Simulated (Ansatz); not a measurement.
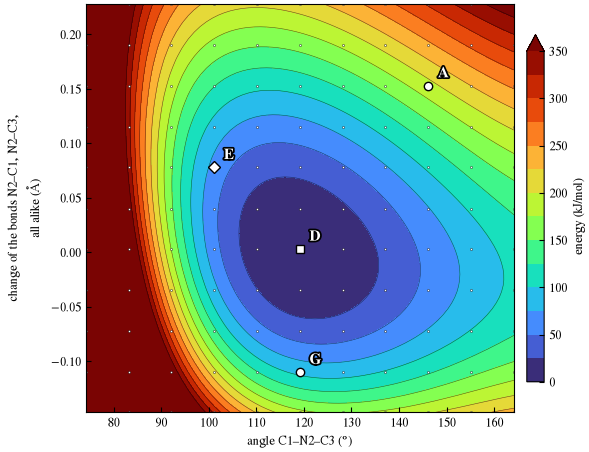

C3H7NSe, SMILES C=NC[Se]C. First axis: angle C1–N2–C3. Second axis: change of the bonds N2–C1, N2–C3, all alike. Nothing is relaxed (all other coordinates rigid). The scan uses an 11 × 11 grid. Points are written as (first, second). Energies are in kJ/mol, from the relaxed molecule at the same level. Theory: RHF/def2-SVP in Ansatz.

In the figure: filled contours, dots at the grid points, one colour for all values above the top of the scale, lettered points. Between grid points the surface is interpolated.

Question: Is A the lowest point of the computed grid?

Answer: No. A lies 191 kJ/mol above the lowest grid point, which is at (119.2°, 0.003 Å).

Question: What kind of point is each of A, D, E, G: minimum, saddle, maximum or slope?

Answer: A: on a slope; D: minimum; E: on a slope; G: on a slope. (In these two coordinates alone; a stationary point may lie a little off the grid point.)

Question: Rank the lettered points by energy, lowest first.

Answer: D (0.06 kJ/mol), E (67 kJ/mol), G (94 kJ/mol), A (191 kJ/mol).
